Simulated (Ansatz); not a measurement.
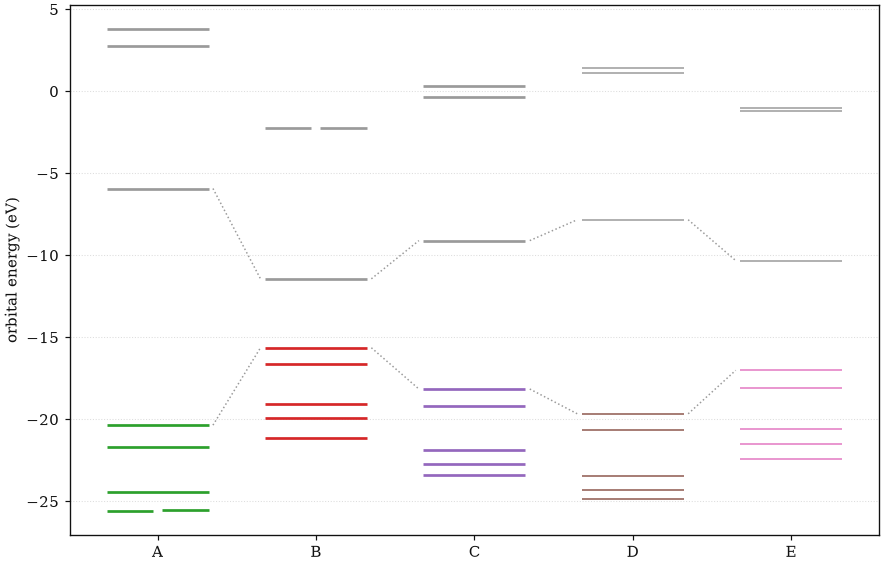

Frontier orbital energies (alpha spin) of Cl₂⁺, doublet at one geometry, def2-TZVPP, the Ansatz code 0.2.0, at a PBE0-D4/def2-TZVP geometry (a minimum by its frequencies). Empty levels are grey, levels within 0.1 eV stand side by side; all columns show the same few orbitals around the gap. Dotted lines join the HOMOs and the LUMOs. HOMO and LUMO mean the alpha set's.

The columns come from BHLYP, HF, LC-wPBE, r2SCAN and r2SCAN0. Which is which?

A: HF (HOMO −20.36, LUMO −5.93, separation 14.43 eV)
B: r2SCAN (HOMO −15.64, LUMO −11.43, separation 4.20 eV)
C: BHLYP (HOMO −18.15, LUMO −9.10, separation 9.05 eV)
D: LC-wPBE (HOMO −19.66, LUMO −7.83, separation 11.83 eV)
E: r2SCAN0 (HOMO −17.01, LUMO −10.32, separation 6.69 eV)

Caveats, for all or some of the runs: empty levels above zero depend strongly on the basis.
